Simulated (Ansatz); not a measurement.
# Al20Ga7 (Ga on 26 % of the Al sites, one arrangement): core-level shifts

Wanted: how composition and neighbours shift and broaden the core lines of Al20Ga7 (Ga on 26 % of the Al sites, one arrangement).

Main program and level: Ansatz 0.2.0; DFT, PBEsol, plane-wave PAW, default files, scalar-relativistic.

**1. The starting structure**

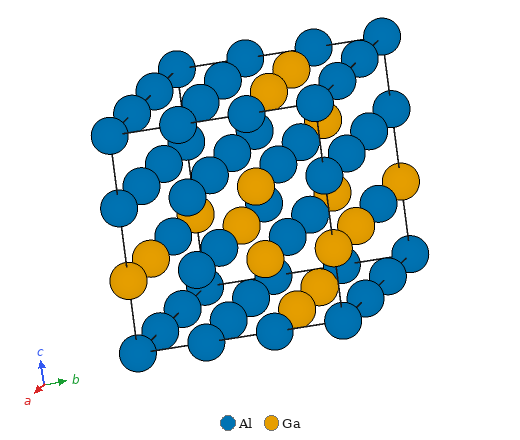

The cell as given, slightly off an axis (aluminium blue, gallium orange). Some periodic images of atoms are drawn too.

**2. Relaxation**

Atoms near a foreign or missing neighbour move off the ideal sites, so they are relaxed first.

Input file input.yaml:

```yaml
crystal:
  lattice:
    - [0.0, 6.174690982, 6.174690982]
    - [6.174690982, 0.0, 6.174690982]
    - [6.174690982, 6.174690982, 0.0]
  atoms:
    - { symbol: Al, position: [0.0, 0.0, 0.0] }
    - { symbol: Ga, position: [0.0, 0.0, 0.3333333333] }
    - { symbol: Al, position: [0.0, 0.0, 0.6666666667] }
    - { symbol: Al, position: [0.0, 0.3333333333, 0.0] }
    - { symbol: Al, position: [0.0, 0.3333333333, 0.3333333333] }
    - { symbol: Al, position: [0.0, 0.3333333333, 0.6666666667] }
    - { symbol: Al, position: [0.0, 0.6666666667, 0.0] }
    - { symbol: Ga, position: [0.0, 0.6666666667, 0.3333333333] }
    - { symbol: Ga, position: [0.0, 0.6666666667, 0.6666666667] }
    - { symbol: Al, position: [0.3333333333, 0.0, 0.0] }
    - { symbol: Al, position: [0.3333333333, 0.0, 0.3333333333] }
    - { symbol: Al, position: [0.3333333333, 0.0, 0.6666666667] }
    - { symbol: Al, position: [0.3333333333, 0.3333333333, 0.0] }
    - { symbol: Ga, position: [0.3333333333, 0.3333333333, 0.3333333333] }
    - { symbol: Al, position: [0.3333333333, 0.3333333333, 0.6666666667] }
    - { symbol: Ga, position: [0.3333333333, 0.6666666667, 0.0] }
    - { symbol: Al, position: [0.3333333333, 0.6666666667, 0.3333333333] }
    - { symbol: Al, position: [0.3333333333, 0.6666666667, 0.6666666667] }
    - { symbol: Al, position: [0.6666666667, 0.0, 0.0] }
    - { symbol: Ga, position: [0.6666666667, 0.0, 0.3333333333] }
    - { symbol: Al, position: [0.6666666667, 0.0, 0.6666666667] }
    - { symbol: Al, position: [0.6666666667, 0.3333333333, 0.0] }
    - { symbol: Al, position: [0.6666666667, 0.3333333333, 0.3333333333] }
    - { symbol: Al, position: [0.6666666667, 0.3333333333, 0.6666666667] }
    - { symbol: Ga, position: [0.6666666667, 0.6666666667, 0.0] }
    - { symbol: Al, position: [0.6666666667, 0.6666666667, 0.3333333333] }
    - { symbol: Al, position: [0.6666666667, 0.6666666667, 0.6666666667] }
kpoints:
  mp_grid: { grid: [4, 4, 4] }
scf:
  occupations: { method: fermi_dirac, width: 0.08 }
  n_extra_bands: 27
hamiltonian:
  xc: pbesol
  pseudopotentials: { kind: paw }
output:
  forces: true
relax:
  f_tol: 0.04
  max_steps: 35
  cell: {}
```

On the command line:

```console
> ansatz run input.yaml --threads 4 --pin off --max-ram 14336MiB --backend cpu --events-out ev --progress --plain --runs-dir out
```

Numbers of over 12 decimals in the logs are rounded to 6 here.

Output:

```text
scf.n_extra_bands = 27 over 76 filled bands (N_el = 151.0): the run solves 103 bands
Engine: ansatz 0.2.0, aarch64-unknown-linux-gnu
Pseudopotentials: kind: paw
Pseudopotential: Al, paw, valence charge 3, recommended cutoff 420 eV (normal), Al.paw.azcp
Pseudopotential: Ga, paw, valence charge 13, recommended cutoff 420 eV (normal), Ga.paw.azcp
Functional definition: PBEsol
  exchange = pbesol_x
  correlation = pbesol_c
Crystal: 27 atoms, lattice volume = 470.843 Å³
Basis set: ecut = 420 eV, 9257 PW (Γ), exchange–correlation on 120×120×120 points (8 copies of the dense FFT grid, shifted against one another)
Bands: 103, of which v1, the nominal top of the filled ones, is band 76 counted from 1 (75 counted from 0)
Symmetry: 1 space group operations
Space group: P1 (ITA 1), of the structure as read, at distance tolerance 7.8e-5 Å
k-points: 36 of 64 (time reversal used)
Non-local potential: Al, projectors of the file, l = 0: 2, l = 1: 2, l = 2: 1
Non-local potential: Ga, projectors of the file, l = 0: 2, l = 1: 2, l = 2: 3, l = 3: 1
PAW form: soft (Blöchl's): semilocal exchange-correlation on the pseudo side does not see the compensation charge
PAW frozen core: Al, regenerated for the run's functional, and the local potential with it (the file was generated under x = pbe(κ = 0.804, μ = 0.219515), c = pbe(β = 0.066725))
PAW frozen core: Ga, regenerated for the run's functional, and the local potential with it (the file was generated under x = pbe(κ = 0.804, μ = 0.219515), c = pbe(β = 0.066725))
PAW one-centre angular grid: Al, 110 points (default); XC on 64 Gauss nodes
PAW one-centre angular grid: Ga, 590 points (default); XC on 64 Gauss nodes
Initial density: superposition of atomic densities (neutral atoms: chi_scale 0, normalization atom), corrected by the library's trained network
Initial wavefunctions: pseudopotential atomic-orbital guess
Functional: x = pbesol(κ = 0.804, μ = 0.123457), c = pbesol(β = 0.046)
SCF iter   1: F=—  HF=-36692.944269 eV  |F-HF|=—  |Δ(HF+E_count)|=         —  Δρ=1.44e-3  dr2=2.42e-2  ethr=1.77e-3  ⟨swp⟩=6.0  Hψ=15136  notcnv=0  defer=36
preconditioner: auto → Kerker (q_TF=auto, 2.257 Å⁻¹)  [metal: Δε(μ)=0.022 eV  Ē_g=11.542 eV  σ=0.080 eV  W_gap=0.07  n_scr=88 (ndim 8)  ℏωp=21.0 eV  f_vac=0.000  D(μ)=9.76/eV (n_scr^D=58)]
SCF iter   2: F=—  HF=-36692.931563 eV  |F-HF|=—  |Δ(HF+E_count)|=   1.27e-2  Δρ=1.05e-3  dr2=8.25e-3  ethr=1.60e-5  ⟨swp⟩=1.6  Hψ=4379  notcnv=0  defer=44
SCF iter   3: F=—  HF=-36692.931887 eV  |F-HF|=—  |Δ(HF+E_count)|=   3.25e-4  Δρ=9.95e-4  dr2=3.09e-3  ethr=5.46e-6  ⟨swp⟩=2.0  Hψ=6109  notcnv=0  defer=44
SCF iter   4: F=—  HF=-36692.928883 eV  |F-HF|=—  |Δ(HF+E_count)|=   3.00e-3  Δρ=3.16e-4  dr2=2.79e-4  ethr=2.05e-6  ⟨swp⟩=2.6  Hψ=5948  notcnv=0  defer=44
SCF iter   5: F=—  HF=-36692.928677 eV  |F-HF|=—  |Δ(HF+E_count)|=   2.06e-4  Δρ=5.42e-5  dr2=1.06e-5  ethr=1.84e-7  ⟨swp⟩=2.1  Hψ=6003  notcnv=0  defer=44
SCF iter   6: F=—  HF=-36692.928997 eV  |F-HF|=—  |Δ(HF+E_count)|=   3.20e-4  Δρ=1.50e-5  dr2=7.59e-7  ethr=7.03e-9  ⟨swp⟩=2.0  Hψ=6138  notcnv=0  defer=44
SCF iter   7: F=—  HF=-36692.928996 eV  |F-HF|=—  |Δ(HF+E_count)|=   7.02e-7  Δρ=7.62e-6  dr2=2.13e-7  ethr=6.62e-11  ⟨swp⟩=4.1  Hψ=12112  notcnv=0
SCF iter   8: F=-36692.928996 eV  HF=-36692.928996 eV  |F-HF|=4.20e-8  |Δ(HF+E_count)|=   6.65e-8  Δρ=3.08e-6  dr2=2.83e-8  ethr=6.62e-11  ⟨swp⟩=3.9  Hψ=10905  notcnv=0
SCF 1 converged in 8 iterations: F = -36692.928996 eV  dr2 = 2.83e-8
  greatest PAW one-centre occupation: 0.994 electrons in one spin orbital (limit 2), on the Ga atom at site 7 (counted from 0), in its partial waves of l = 2
relax step   1: F+E_penalty+E_count = -36692.92899602 eV  Δ(F+E_penalty+E_count) = +0.000e0 eV  max|allowed force component| = 1.660e-1 eV/Å  Δτ_max = 0.0000 Å  P = -4.018 GPa  Ω = 470.843 Å³  (8 SCF iters, dr2 threshold 1.00e-7 eV, accepted)
Crystal: 27 atoms, lattice volume = 426.675 Å³
Basis set: ecut = 420 eV, 8363 PW (Γ), exchange–correlation on 120×120×120 points (8 copies of the dense FFT grid, shifted against one another)
Initial density: handed on by an earlier stage of this run
Initial wavefunctions: those handed on with the density
iter 1 solved again at ethr=2.73e-4 eV; its pass at ethr=3.10e-3 eV (dr2=4.13e-1 eV) is discarded
SCF iter   1: F=—  HF=-36693.262180 eV  |F-HF|=—  |Δ(HF+E_count)|=         —  Δρ=4.71e-3  dr2=4.18e-1  ethr=2.73e-4  ⟨swp⟩=3.6  Hψ=18311  notcnv=0  defer=12
preconditioner: auto → Kerker (q_TF=auto, 2.295 Å⁻¹)  [metal: Δε(μ)=0.005 eV  Ē_g=11.778 eV  σ=0.080 eV  W_gap=0.01  n_scr=88 (ndim 8)  ℏωp=22.1 eV  f_vac=0.000  D(μ)=8.94/eV (n_scr^D=58)]
SCF iter   2: F=—  HF=-36693.190657 eV  |F-HF|=—  |Δ(HF+E_count)|=   7.15e-2  Δρ=2.74e-3  dr2=1.33e-1  ethr=2.73e-4  ⟨swp⟩=1.3  Hψ=3784  notcnv=0  defer=15
SCF iter   3: F=—  HF=-36693.166104 eV  |F-HF|=—  |Δ(HF+E_count)|=   2.46e-2  Δρ=1.42e-3  dr2=9.35e-3  ethr=8.81e-5  ⟨swp⟩=2.1  Hψ=6450  notcnv=0  defer=17
SCF iter   4: F=—  HF=-36693.159370 eV  |F-HF|=—  |Δ(HF+E_count)|=   6.73e-3  Δρ=2.48e-4  dr2=2.65e-4  ethr=6.19e-6  ⟨swp⟩=2.0  Hψ=6435  notcnv=0  defer=17
SCF iter   5: F=—  HF=-36693.159591 eV  |F-HF|=—  |Δ(HF+E_count)|=   2.21e-4  Δρ=6.62e-5  dr2=2.74e-5  ethr=1.76e-7  ⟨swp⟩=2.0  Hψ=6443  notcnv=0  defer=17
SCF iter   6: F=-36693.159579 eV  HF=-36693.159581 eV  |F-HF|=1.71e-6  |Δ(HF+E_count)|=   1.08e-5  Δρ=1.25e-5  dr2=1.85e-6  ethr=1.79e-9  ⟨swp⟩=2.8  Hψ=13284  notcnv=0
SCF 2 converged in 6 iterations: F = -36693.159579 eV  dr2 = 1.85e-6
relax step   2: F+E_penalty+E_count = -36693.15957885 eV  Δ(F+E_penalty+E_count) = -2.306e-1 eV  max|allowed force component| = 9.456e-2 eV/Å  Δτ_max = 0.0420 Å  P = +3.254 GPa  Ω = 426.675 Å³  energy of the carried Pulay correction = +1.512e-2 eV  (6 SCF iters, dr2 threshold 2.70e-6 eV, accepted)
Crystal: 27 atoms, lattice volume = 445.264 Å³
Basis set: ecut = 420 eV, 8663 PW (Γ), exchange–correlation on 120×120×120 points (8 copies of the dense FFT grid, shifted against one another)
iter 1 solved again at ethr=6.60e-5 eV; its pass at ethr=3.10e-3 eV (dr2=9.96e-2 eV) is discarded
SCF iter   1: F=—  HF=-36693.341796 eV  |F-HF|=—  |Δ(HF+E_count)|=         —  Δρ=2.12e-3  dr2=1.01e-1  ethr=6.60e-5  ⟨swp⟩=2.6  Hψ=16422  notcnv=0  defer=4
preconditioner: auto → Kerker (q_TF=auto, 2.278 Å⁻¹)  [metal: Δε(μ)=0.007 eV  Ē_g=11.805 eV  σ=0.080 eV  W_gap=0.02  n_scr=88 (ndim 8)  ℏωp=21.6 eV  f_vac=0.000  D(μ)=9.07/eV (n_scr^D=58)]
SCF iter   2: F=—  HF=-36693.325445 eV  |F-HF|=—  |Δ(HF+E_count)|=   1.64e-2  Δρ=1.24e-3  dr2=3.24e-2  ethr=6.60e-5  ⟨swp⟩=1.1  Hψ=3744  notcnv=0  defer=3
[...]
relax step   4: F+E_penalty+E_count = -36693.32251802 eV  Δ(F+E_penalty+E_count) = -4.068e-3 eV  max|allowed force component| = 4.944e-3 eV/Å  Δτ_max = 0.0179 Å  P = -0.046 GPa  Ω = 443.678 Å³  energy of the carried Pulay correction = +9.125e-3 eV  (5 SCF iters, dr2 threshold 3.46e-7 eV, accepted)
[...]
relax step   5: F+E_penalty+E_count = -36693.32274756 eV  Δ(F+E_penalty+E_count) = -2.295e-4 eV  max|allowed force component| = 2.208e-3 eV/Å  Δτ_max = 0.0026 Å  P = +0.003 GPa  Ω = 443.390 Å³  energy of the carried Pulay correction = +9.225e-3 eV  (5 SCF iters, dr2 threshold 1.65e-8 eV, accepted)
Initial wavefunctions: pseudopotential atomic-orbital guess (no wavefunctions were taken with the density)
iter 1 solved again at ethr=6.71e-7 eV; its pass at ethr=3.10e-3 eV (dr2=1.01e-3 eV) is discarded
SCF iter   1: F=—  HF=-36693.314866 eV  |F-HF|=—  |Δ(HF+E_count)|=         —  Δρ=5.28e-5  dr2=3.03e-6  ethr=6.71e-7  ⟨swp⟩=2.5  Hψ=22505  notcnv=0
preconditioner: auto → Kerker (q_TF=auto, 2.280 Å⁻¹)  [metal: Δε(μ)=0.003 eV  Ē_g=11.758 eV  σ=0.080 eV  W_gap=0.01  n_scr=88 (ndim 8)  ℏωp=21.7 eV  f_vac=0.000  D(μ)=8.95/eV (n_scr^D=58)]
SCF iter   2: F=—  HF=-36693.315214 eV  |F-HF|=—  |Δ(HF+E_count)|=   3.47e-4  Δρ=4.78e-5  dr2=4.45e-6  ethr=2.00e-9  ⟨swp⟩=2.0  Hψ=6465  notcnv=0
SCF iter   3: F=—  HF=-36693.315214 eV  |F-HF|=—  |Δ(HF+E_count)|=   3.67e-7  Δρ=1.26e-5  dr2=2.72e-7  ethr=2.00e-9  ⟨swp⟩=2.0  Hψ=5228  notcnv=0
SCF iter   4: F=—  HF=-36693.315214 eV  |F-HF|=—  |Δ(HF+E_count)|=   3.88e-7  Δρ=1.71e-6  dr2=1.35e-8  ethr=1.80e-10  ⟨swp⟩=2.4  Hψ=6019  notcnv=0
SCF iter   5: F=—  HF=-36693.315214 eV  |F-HF|=—  |Δ(HF+E_count)|=   2.84e-8  Δρ=2.97e-7  dr2=4.30e-10  ethr=8.91e-12  ⟨swp⟩=2.0  Hψ=6445  notcnv=0
SCF iter   6: F=-36693.315214 eV  HF=-36693.315214 eV  |F-HF|=1.46e-11  |Δ(HF+E_count)|=  1.16e-10  Δρ=4.50e-8  dr2=8.40e-12  ethr=1.00e-12  ⟨swp⟩=4.0  Hψ=10011  notcnv=0
SCF 6 converged in 6 iterations: F = -36693.315214 eV  dr2 = 8.40e-12
relax step   6: F+E_penalty+E_count = -36693.31521364 eV  Δ(F+E_penalty+E_count) = +7.534e-3 eV  max|allowed force component| = 2.391e-3 eV/Å  Δτ_max = 0.0000 Å  P = -0.017 GPa  Ω = 443.390 Å³  stress off target by 3.39e-2 GPa  SCF on the basis re-selected at this cell (its energy is not comparable with the rows above)  (6 SCF iters)
basis re-selected at this cell: Δ(F+E_penalty+E_count) = +7.534e-3 eV, ΔP = -0.020 GPa vs the last step (what re-selecting the basis moved, of the pressure what is left beyond the Pulay correction that the steps carried, after the strain that the cell walked since its last selection, with what the two solves' SCF thresholds leave and, on support functions, any second-order correction that the steps lacked; it is no m [...]
SCF converged after 6 iterations
Free energy (F): -36693.315214 eV
Harris-Foulkes:  -36693.315214 eV  (|F-HF|=1.46e-11)
Internal energy: -36693.125194 eV  (E = F + TS)
E sigma→0 (E₀):  -36693.220204 eV
Entropy (-TS):   -0.190020 eV (-7.038 meV/atom)
Fermi energy:    8.816936 eV
--- Per-component energies (eV) ---
  E_band       = -67.343311
  E_kinetic    = 1270.336448
  E_local      = -17417.240107  (includes V_loc(G=0)·N_el)
  E_nonlocal   = 3174.609845
  E_hartree    = 8410.987999
  E_xc         = -1275.270844
  E_vxc        = -998.839814  (∫ρ·V_xc dr)
  E_paw        = -22721.167240  (= ΣΔE_a)
  E_vpaw       = -2918.185113  (= ΣTr[D̂ρ^β])
  E_aug_tail   = -0.000906  (compensation charges beyond the density's cutoff)
  E_ewald      = -8141.804013
  E_core_change = 6.423625  (= ΣΔE_core)
  E_smearing   = -0.190020  (= −TS)
  E_closure    = 0.000000  (closes the sum)
  Σ components = -36693.315214   (vs F -36693.315214, Δ=0.00e0)
--- Forces (eV/Å), atoms counted from 1 ---
  atom   1  Al     0.00022420     0.00053490     0.00144891
  atom   2  Ga    -0.00029390     0.00033123     0.00239094
  atom   3  Al    -0.00026805    -0.00026267    -0.00033038
  atom   4  Al    -0.00045948    -0.00051776    -0.00162144
  atom   5  Al     0.00005979     0.00018722     0.00075101
  atom   6  Al     0.00079152    -0.00002140    -0.00026762
  atom   7  Al     0.00060381     0.00088985     0.00034764
  atom   8  Ga    -0.00055386    -0.00127849    -0.00203246
  atom   9  Ga    -0.00051741     0.00097033     0.00051518
  atom  10  Al     0.00018620     0.00011142    -0.00150269
  atom  11  Al     0.00026072    -0.00096275    -0.00031618
  atom  12  Al    -0.00069880     0.00106013    -0.00030514
  atom  13  Al     0.00018046     0.00009827     0.00055823
  atom  14  Ga     0.00003498     0.00055350    -0.00044304
  atom  15  Al     0.00035061    -0.00067755     0.00131027
  atom  16  Ga     0.00001620    -0.00181368     0.00096583
  atom  17  Al     0.00016933     0.00034884     0.00020044
  atom  18  Al     0.00058504    -0.00009935    -0.00114960
  atom  19  Al    -0.00024855    -0.00020460     0.00021816
  atom  20  Ga    -0.00037953     0.00088334    -0.00107992
  atom  21  Al    -0.00042678     0.00031792     0.00024027
  atom  22  Al    -0.00008805     0.00048091     0.00024736
  atom  23  Al     0.00006805    -0.00109371    -0.00017839
  atom  24  Al     0.00008971     0.00072466    -0.00111681
  atom  25  Ga     0.00105862     0.00034972    -0.00155083
  atom  26  Al    -0.00082380    -0.00023360     0.00155934
  atom  27  Al     0.00007892    -0.00067671     0.00114080
  max |Σ_I F_I| component: 1.23e-7 eV/Å
--- Stress (GPa, compression-positive) ---
       -0.032772      -0.003532      -0.003782
       -0.003532      -0.013156      -0.000739
       -0.003782      -0.000739      -0.004107
  P = ⅓ Tr σ = -0.0167 GPa (-0.167 kbar)
--- Relaxed structure (5 steps of the walk, 5 accepted, 1 SCFs on fresh bases) ---
  F+E_penalty+E_count = -36693.31521364 eV   max|allowed force component| = 2.391e-3 eV/Å   (the final SCF, on the basis selected at the relaxed cell)
  cell:  # Å, volume = 443.3897 Å³
    - [-0.0085376, 6.052772, 6.055964]
    - [6.036943, -0.00783239, 6.055259]
    - [6.036788, 6.051912, -0.00767764]
  atoms:
    - { symbol: Al, position: [-0.00146825, 0.00150753, -0.000226061] }
    - { symbol: Ga, position: [0.00404521, 0.00477937, 0.329495] }
    - { symbol: Al, position: [0.000522264, 0.000876909, 0.667529] }
    - { symbol: Al, position: [0.000544688, 0.333210, -6.78821727356782e-5] }
    - { symbol: Al, position: [-0.000652628, 0.334366, 0.332746] }
    - { symbol: Al, position: [-0.00128903, 0.331488, 0.669788] }
    - { symbol: Al, position: [-0.000665122, 0.666889, 8.36107777780759e-5] }
    - { symbol: Ga, position: [-0.00256382, 0.664677, 0.332874] }
    - { symbol: Ga, position: [0.00256947, 0.664614, 0.668292] }
    - { symbol: Al, position: [0.334723, 0.00126728, -0.00203386] }
    - { symbol: Al, position: [0.334365, -0.00116537, 0.332791] }
    - { symbol: Al, position: [0.333015, 0.000266817, 0.667335] }
    - { symbol: Al, position: [0.333480, 0.333209, -0.000881503] }
    - { symbol: Ga, position: [0.332542, 0.331650, 0.335678] }
    - { symbol: Al, position: [0.335174, 0.331062, 0.667924] }
    - { symbol: Ga, position: [0.331881, 0.670537, -0.00604276] }
    - { symbol: Al, position: [0.331194, 0.666521, 0.333092] }
    - { symbol: Al, position: [0.334981, 0.667091, 0.663864] }
    - { symbol: Al, position: [0.666823, 0.000800934, -0.000568756] }
    - { symbol: Ga, position: [0.665956, -0.00143387, 0.334500] }
    - { symbol: Al, position: [0.668031, -0.000516748, 0.666540] }
    - { symbol: Al, position: [0.666674, 0.333827, -0.000156782] }
    - { symbol: Al, position: [0.666139, 0.332757, 0.334641] }
    - { symbol: Al, position: [0.667040, 0.333664, 0.666341] }
    - { symbol: Ga, position: [0.664989, 0.666188, 0.00451116] }
    - { symbol: Al, position: [0.664287, 0.665583, 0.334625] }
    - { symbol: Al, position: [0.667661, 0.666285, 0.667327] }
```

It took 4.1 min on 4 threads of Arm Neoverse V1, shared host; peak memory 2.1 GiB; 16 min of CPU time.

The steps of the relaxation:

```
step  energy less that of the first step (eV)  largest force component (eV/Å)  pressure (GPa)  volume (Å³)
   1                                   0.0000                          0.1660           -4.02       470.84
   2                                  -0.2306                          0.0946            3.25       426.68
   3                                  -0.3895                          0.0438           -0.32       445.26
   4                                  -0.3935                          0.0049           -0.05       443.68
   5                                  -0.3938                          0.0022            0.00       443.39
  6*                                  -0.3862                          0.0024           -0.02       443.39
```

Relaxation steps marked * repeat the geometry before them on a plane-wave basis chosen anew for their cell, so energy and pressure can jump there.

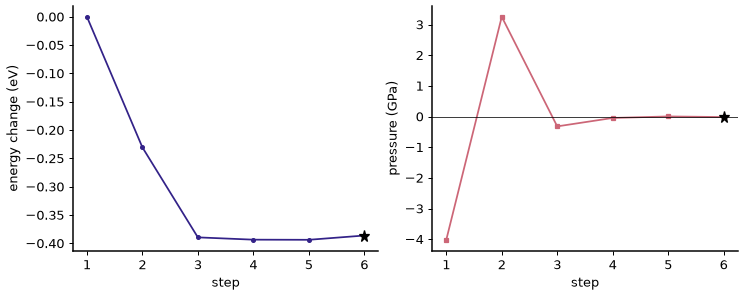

Energy and pressure along the relaxation. Stars mark steps on a basis chosen anew.

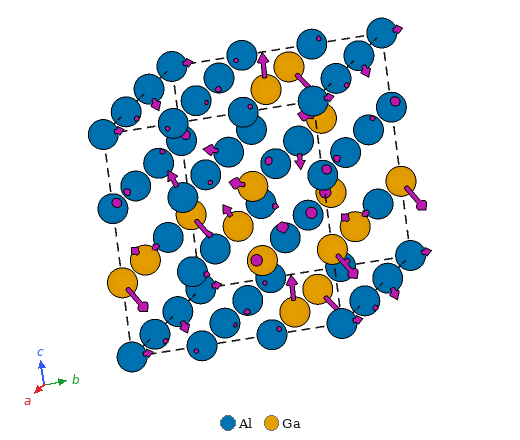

Displacements in the relaxation, exaggerated, measured against the changing cell; the longest in the cell stands for 0.05 Å. Some periodic images of atoms are drawn too.

```
     cell as run  before  after  change
           a (Å)   8.732  8.562  -1.9 %
           b (Å)   8.732  8.550  -2.1 %
           c (Å)   8.732  8.548  -2.1 %
           α (°)   60.00  60.18  +0.3 %
           β (°)   60.00  60.06  +0.1 %
           γ (°)   60.00  60.03  +0.1 %
volume (Å³/atom)   17.44  16.42  -5.8 %
```

The atoms that moved most (Å, as changes of fractional coordinates times the final cell):

```
atom      dx      dy      dz  length
 Ga2   0.006   0.001   0.053   0.054
Ga16  -0.013  -0.045   0.015   0.049
 Ga8  -0.015  -0.018  -0.028   0.036
Ga25   0.024   0.017  -0.013   0.033
 Ga9  -0.003   0.025   0.003   0.026
 Al6   0.008   0.011  -0.019   0.023
Al26   0.001  -0.007  -0.021   0.022
Al18  -0.014  -0.007   0.013   0.020
```

This step gave:

| Property | Result |
| --- | --- |
| free energy | -36693.3152 eV |
| energy at zero smearing | -36693.2202 eV |
| smearing term TS | 0.1900 eV |
| Fermi energy | 8.817 eV |
| symmetry operations | 1 |
| pressure | -0.01668 GPa |

The relaxation ends with a largest force component of 0.0024 eV/Å and a pressure of -0.02 GPa.

[end of part 1 of 3]

[Logs are printed without paths, hosts, clocks, repeated set-up lines and the standing remarks that a program may print on its own settings, such as how far it seeks lower states.]

[Hosts, paths, dates, database ids (printed as entryN), source tags and the programs' standing remarks are cut or masked in the printed files.]

[Maps of the electrostatic potential energy from Ansatz leave out the sawtooth potential of an applied field or a dipole correction, so their vacuum need not be flat; work functions include it.]
